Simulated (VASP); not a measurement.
Band structure of BaTe (rock salt). Method: PBE GGA with D3 dispersion (zero damping), VASP's PBE PAW potentials (set 64) (plane waves; VASP).

Unless said otherwise, spin-orbit coupling is left out, though it shifts the bands of the heavy elements here.

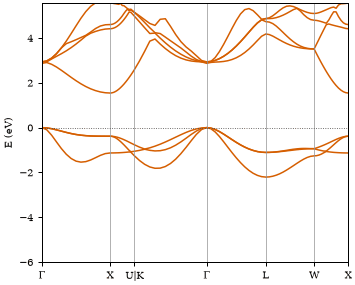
*Bands along high-symmetry lines, zero at the valence-band maximum or, without a gap, the Fermi level*

Question: Read the plot: is there a gap, and where are the band edges?

Answer: The gap is indirect, 1.54 eV, from the valence maximum at Γ to the conduction minimum at X. (Edges off the drawn lines would not show.)

The compound is BaTe in the rock salt structure. It was relaxed first.
